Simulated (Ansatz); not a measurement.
Cost and result by functional for the adsorption energy of CH3 on the 1x1 (0001) surface of hcp Zr, one in a 2x2 cell, started at the site 'hollow Zr-Zr-Zr over Zr at depth 2.4 Å', in Ansatz (plane waves, PAW). Single points on the PBE structure, on one kind of machine; costs are rough ratios of the slab run's core time (references not counted) to the cheapest single point. r2SCAN's cost holds its higher cutoff (500 against 420 eV). Differences are taken against r2SCAN for comparison alone: no measured value is at hand, so the table doesn't rank accuracy.

Set-up: 20 atoms, 7.6 Å thick at the start under the adsorbate (thin: gaps and levels are the slab's own); mesh 5x5x1; 0.1 eV smearing; dipole correction on; 8 atoms held, the rest relaxed; symmetry of the start imposed; no spin, no spin-orbit, no U, no dispersion correction. At the end it is bonded to 3 Zr. In PBE it is, or lies within 0.03 eV of, the lowest of the starts that converged. These notes are the PBE run's. Adsorption energies are against CH4(g) − ½ H2(g). A negative adsorption energy means that the adsorbate is more stable on the surface than in its reference.

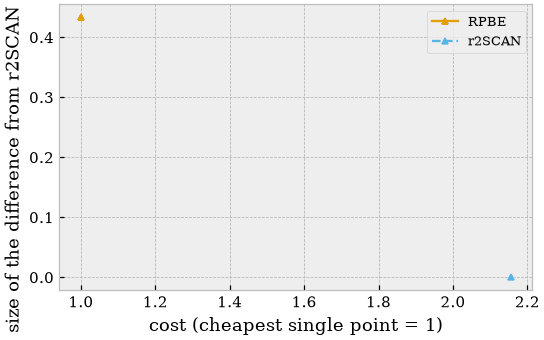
*Difference from r2SCAN against cost*

```
functional                     relative cost  adsorption energy (eV)  less r2SCAN (eV)
-----------------------------  -------------  ----------------------  ----------------
RPBE                                       1                   -0.01              0.43
r2SCAN                                     2                   -0.44              0.00
PBE (the relaxed run's value)              –                   -0.21              0.23
```

The values span 0.43 eV, while the single points' costs differ by a factor of roughly 2. Differences are of unrounded values.

Ansatz is a quantum-chemistry and plane-wave program.
